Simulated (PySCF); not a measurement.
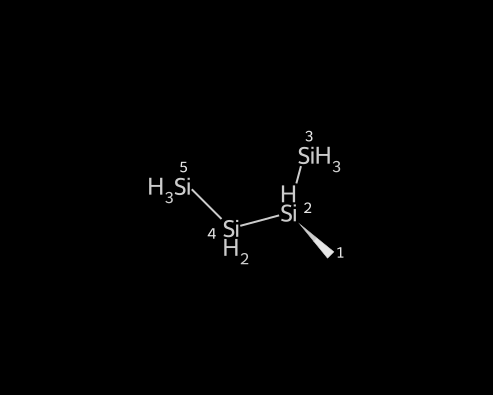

A structural formula, with wedges where it has stereocentres; small numbers name the atoms. The configuration is that of a computed structure (PBE0-D3(BJ)/def2-SVP).

### What are the Cahn–Ingold–Prelog descriptors?

Si2: R.

### Give a SMILES with the stereochemistry.

C[Si@H]([SiH3])[SiH2][SiH3]
